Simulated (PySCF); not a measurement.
SMILES [GaH]([Cl])[Cl] (HCl₂Ga) at its CAM-B3LYP/def2-SVP optimised geometry (Å):

```
4

Ga    -0.6071     0.3099     0.0000
H     -1.4302     1.6147     0.0000
Cl    -1.5255    -1.6147    -0.0011
Cl     1.5255     0.3099     0.0000
```

Level of theory: CAM-B3LYP/def2-TZVP in PySCF. Cells within 0.4 Å of a nucleus heavier than hydrogen are left out (blank, or x).

Map of the electrostatic potential (hartree/e), clipped to [-0.08, 0.12] on the plane z = 0.0 Å:

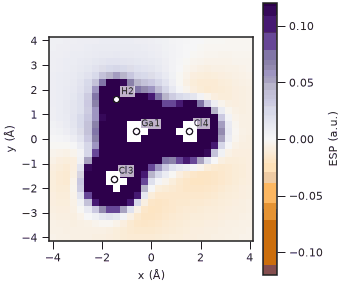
Fig. 1. Electrostatic potential (hartree/e), clipped to [-0.08, 0.12] on the plane z = 0.0 Å.
